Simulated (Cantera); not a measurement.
Charge: 1 mol Cu, 0.0034 mol O2, 0.41 mol CO, equilibrated at 7.50 Torr.

Method: chemical equilibrium by Gibbs-energy minimisation in Cantera with the NASA 1993 tables (ideal gas, pure condensed phases). Candidate condensed phases: C, Cu, CuO, Cu2O; 15 gas species. Equilibrium is a limit: real reactors are often held back by kinetics, nucleation or transport.

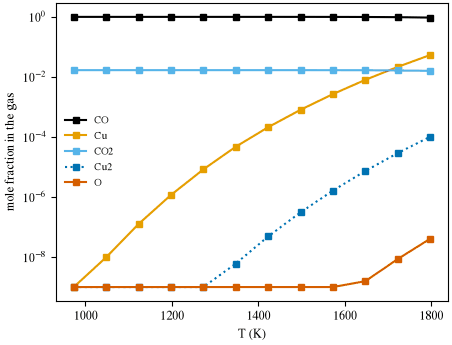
Figure: Equilibrium gas composition (values under 1e-9 drawn at 1e-9)

From 973 K to 1348 K the condensed part is Cu(s). From 1423 K to 1798 K the condensed part is Cu(l).
